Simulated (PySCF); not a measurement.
C5H8SSi (SMILES C=C1CC=C[SiH2]S1)

```xyz
15

C     2.3379   -0.0511   -0.8308
C     1.2053    0.2606   -0.2179
C     0.5551   -0.6236    0.8132
C    -0.7143   -1.2245    0.2821
C    -1.7457   -0.4762   -0.0943
Si   -1.6332    1.3910   -0.0239
S     0.4149    1.8043   -0.5866
H     2.7789    0.6043   -1.5601
H     2.8634   -0.9644   -0.6098
H     1.2580   -1.4085    1.0960
H     0.3347   -0.0222    1.7011
H    -0.7370   -2.3032    0.1946
H    -2.6307   -0.9496   -0.4943
H    -2.4515    2.0636   -1.0206
H    -1.8403    1.9075    1.3292
```

Geometry: GFN2-xTB.

Method: PBE0/pcSseg-1, SCF density, gas phase, non-relativistic in PySCF.

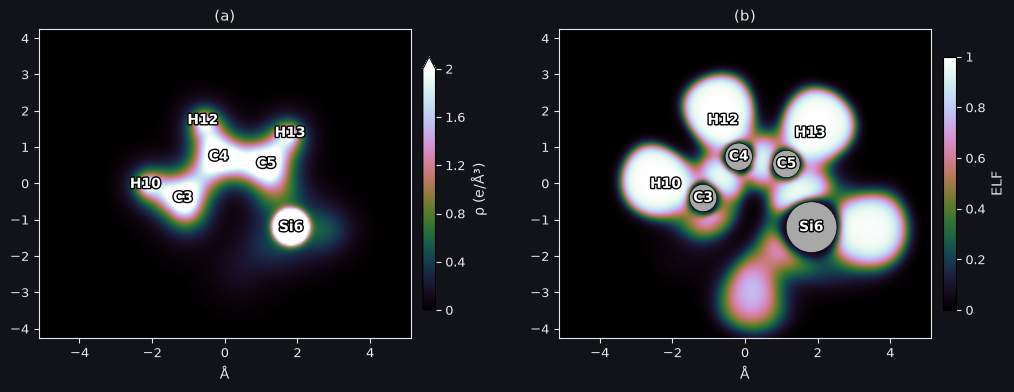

Figure 1. (a) total electron density; (b) ELF on the plane of atoms C3, C4 and C5. Grey discs cover the atomic cores in the ELF map.

> Interpret the plot.

- The section cuts through C, Si and H sites.
- C–C (1.33 Å): ρ at the midpoint is about 2.3 e/Å³; the ELF peaks at about 0.90 between the atoms: a multiple bond.
- C–Si (1.87 Å): ρ at the midpoint is about 0.95 e/Å³; the ELF peaks at about 0.95 between the atoms; a covalent bond.
- C–H (1.09 Å): ρ is about 2 e/Å³ halfway; the ELF climbs to about 1 towards the hydrogen, as it does in any bond to H; a covalent bond by its length.
- C–C (1.50 Å): ρ at the midpoint is about 1.7 e/Å³; the ELF peaks at about 0.95 between the atoms: localised, covalent bonding.

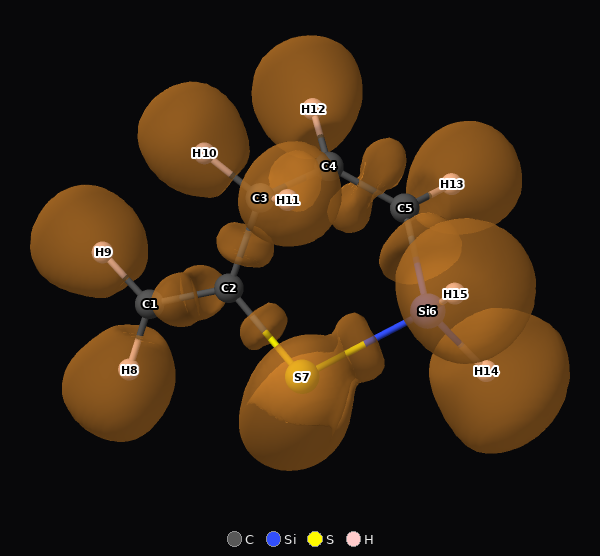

Figure 2. Isosurface of the ELF at 0.8 (orange), seen at a tilt. Core shells and regions of very low density are left out.

> Describe the localisation domains.

The surface consists of four regions between bonded C–C atoms (shared pairs), one region between bonded C–S atoms (shared pairs), one region between bonded C–Si atoms (shared pairs), eight regions around hydrogen nuclei and one region on S in which the atom's valence shell and bonds are merged. Profiles from the grid: C–C (1.32 Å): the ELF peaks at about 0.90 between the atoms (a multiple bond). C–S (1.77 Å): the ELF peaks at about 0.90 between the atoms (localised, covalent bonding).

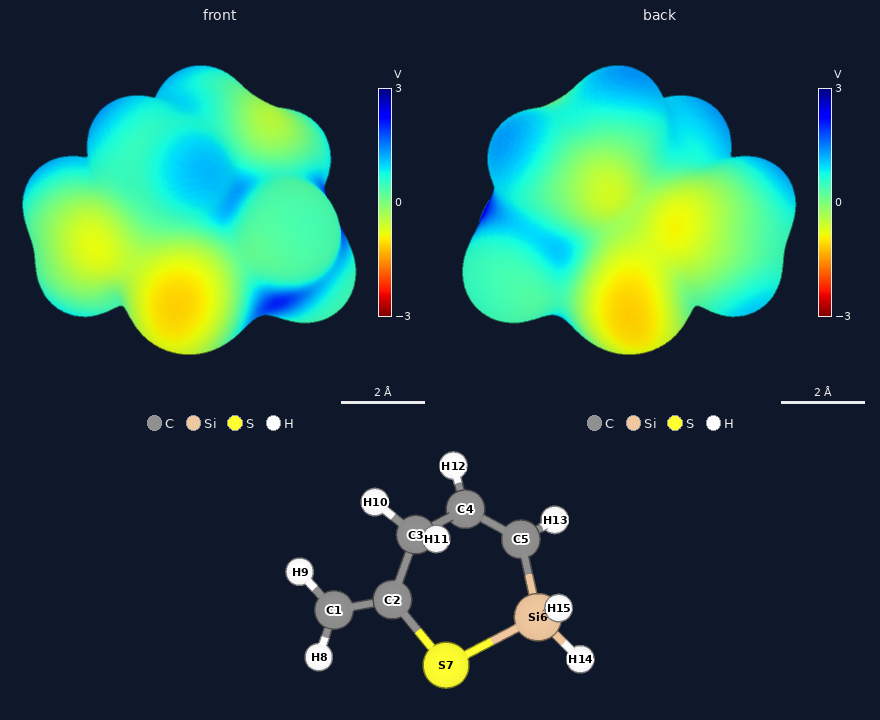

Figure 3. The molecular electrostatic potential painted on the density surface at 0.004 e/bohr³, seen from the front and from behind; red is negative and blue positive. The bare structure is drawn below in the same view.

> Which sites attract a positive test charge, and which a negative one?

A positive charge is drawn to the negative regions and a negative charge to the positive ones. The most negative region (about −1.1 V) lies over S7, the most positive (about +2.2 V) over Si6.

> How polar is the molecule by this calculation?

Its dipole moment is 2.14 D.
